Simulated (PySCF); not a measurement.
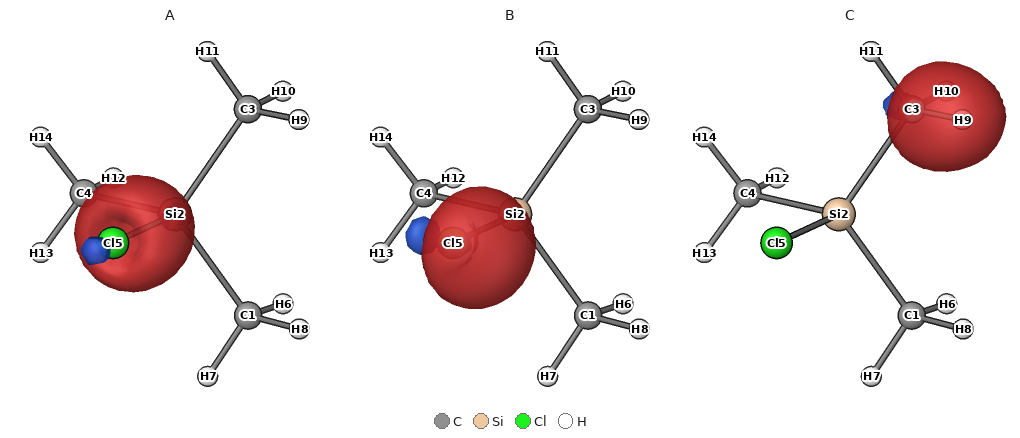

Figure. C₃H₉ClSi, SMILES `C[Si](C)(C)Cl`. Foster–Boys orbitals, occupied; each surface holds about 70 % of the orbital's density. Energies are diagonal elements of the Fock matrix.

Method: B3LYP/aug-cc-pVDZ; geometry: GFN2-xTB; program: PySCF. No frequency check shows the geometry to be a minimum. GFN2-xTB bond lengths at metals and heavier atoms can be off by up to 0.1 Å and shapes distorted, which carries into these values.

### Identify each orbital.

By panel:
- A: σ bond Cl5–Si2 (Cl5 72 %, Si2 27 %; −15.1 eV)
- B: lone pair on Cl5 (sp2.7-type) (Cl5 98 %; −12.1 eV)
- C: σ bond C3–H9 (C3 56 %, H9 44 %; −13.2 eV)

Run time: 29 s on 1 thread of Intel(R) Xeon(R) Platinum 8259CL CPU @ 2.50GHz (Skylake/Cascade Lake), with other jobs on the host, peak memory 0.8 GiB.
